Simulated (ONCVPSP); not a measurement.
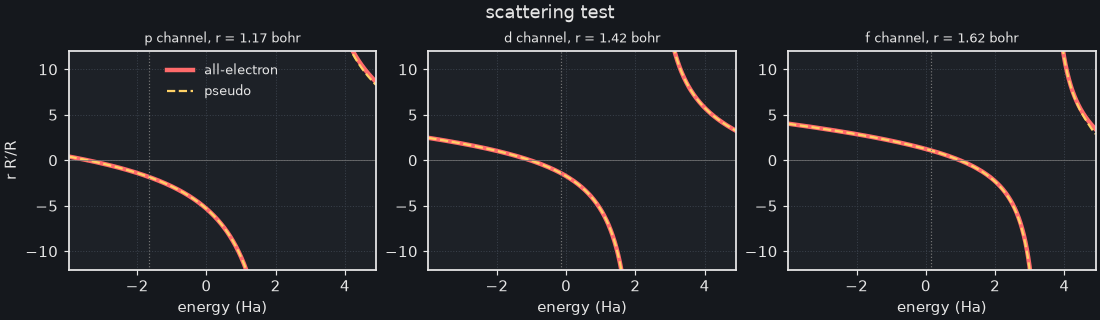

Logarithmic derivatives r R′/R at the test radius against energy, all-electron atom (solid) and pseudo-atom (dashed). Here R(r) is the radial function. The dotted line marks the reference energy of the channel.

Ru, optimised norm-conserving Vanderbilt (ONCV), made with ONCVPSP 4.0.1 (LDA (Perdew-Zunger), scalar-relativistic). Core [Ar] 3d10, reference 4s2 4p6 4d7.5 5s0.5. Waves: 4s+5s: rc 1.95 bohr, ncon 4, nbas 7, qcut 6.4 1/bohr, 2 projectors; 4p: rc 1.15 bohr, ncon 3, nbas 8, qcut 7.2 1/bohr, 2 projectors, debl 1.2 Ha; 4d: rc 1.40 bohr, ncon 3, nbas 6, qcut 7.8 1/bohr, 3 projectors, debl 3.4 Ha; f scattering state at 0.16 Ha: rc 1.60 bohr, ncon 3, nbas 7, qcut 7.4 1/bohr, 2 projectors, debl 3.7 Ha. Local part: polynomial inside 0.75 bohr (lpopt 5, dvloc0 -1 Ha). Core correction: polynomial model core, fcfact 0.25.

In the p channel the program set the typed energies aside and used -1.659, 0.250 Ha.

Where are the poles, the energies at which the radial function vanishes at the test radius?

Answer. p: all-electron at 2.5 Ha, pseudo at 2.5 Ha; d: all-electron at 2.3 Ha, pseudo at 2.3 Ha; f: all-electron at 3.5 Ha, pseudo at 3.5 Ha.

At which energies does the logarithmic derivative pass through zero?

Answer. p: all-electron -3.4 Ha, pseudo -3.4 Ha; d: all-electron -1.0 Ha, pseudo -1.0 Ha; f: all-electron 1.0 Ha, pseudo 1.0 Ha.

The potential isn't sound: its ghost test gives GHOST(-) flagged for s at -93.6 eV; GHOST(+) flagged for p at 271.1 eV, f at 157.3 eV.
